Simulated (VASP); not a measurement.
Band structure of Mg2Sn (antifluorite). All values below come from optB86b-vdW, VASP's PBE PAW potentials (set 64) (plane waves; VASP 6.6.1).

Unless said otherwise, spin-orbit coupling is left out, though it shifts the bands of the heavy elements here.

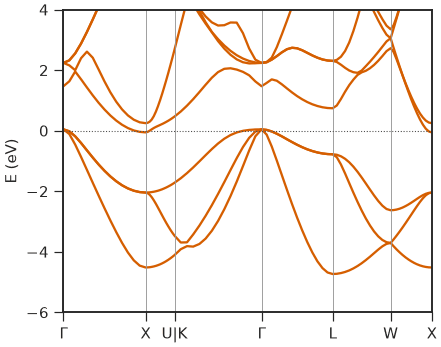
Figure. Bands along high-symmetry lines, zero at the valence-band maximum or, without a gap, the Fermi level

Read the plot: is there a gap, and where are the band edges?

It has no gap at this level: it comes out as a metal or semimetal. (Edges off the drawn lines would not show.)

Measured: gap 0.36 eV (computed value off by -0.36 eV), as given by Byungki Ryu et al., Journal of the Korean Physical Society (2019), arXiv:1905.06140.

The compound is Mg2Sn in the antifluorite structure. It was relaxed first.
